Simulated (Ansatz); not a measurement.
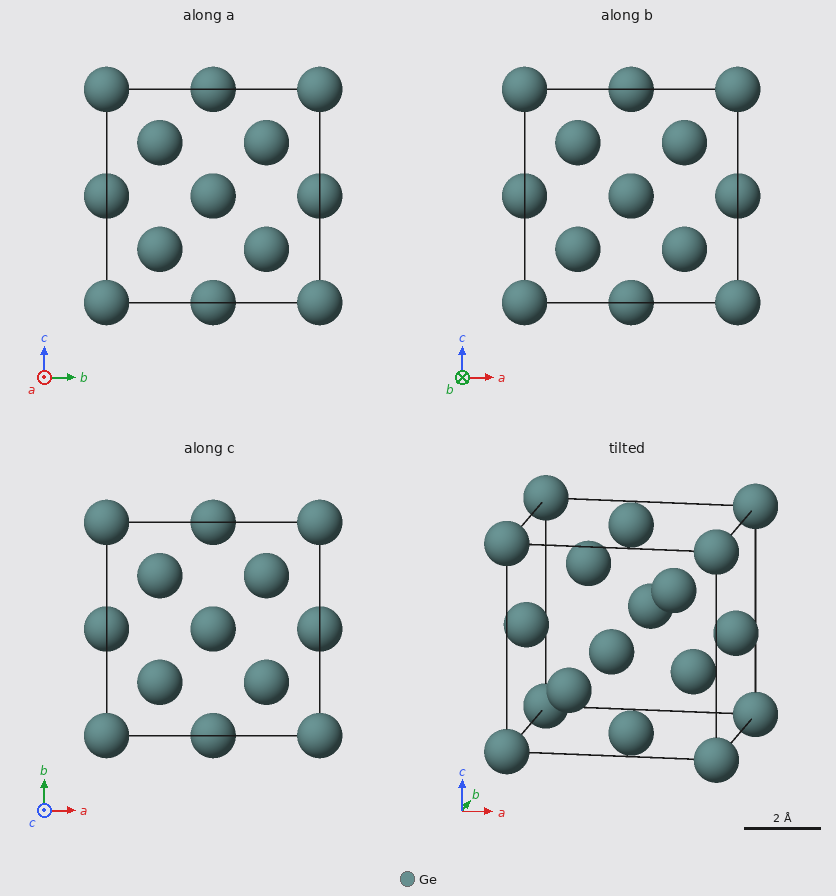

This spheres-only model is shown along the a axis, along the b axis, along the c axis and slightly off an axis. The lines enclose the conventional unit cell; boundary atoms appear with their images.

Lattice parameters: a = 5.674 Å, b = 5.674 Å, c = 5.674 Å, α = 90.00°, β = 90.00°, γ = 90.00°. Put a along x and b in the xy plane.

Q: Set out the cell and atoms as a POSCAR file.

A:
```
Ge
1.0
     5.674    0.000    0.000
     0.000    5.674    0.000
     0.000    0.000    5.674
Ge
8
Direct
  0.0000 0.0000 0.0000
  0.2500 0.7500 0.7500
  0.0000 0.5000 0.5000
  0.2500 0.2500 0.2500
  0.5000 0.0000 0.5000
  0.7500 0.7500 0.2500
  0.5000 0.5000 0.0000
  0.7500 0.2500 0.7500
```

The cell started as a structure type filled with this element by a generator (whether the element takes this form wasn't checked). Earlier steps of the study may have refined or changed the cell and positions. It was run through Ansatz as a DFT input.
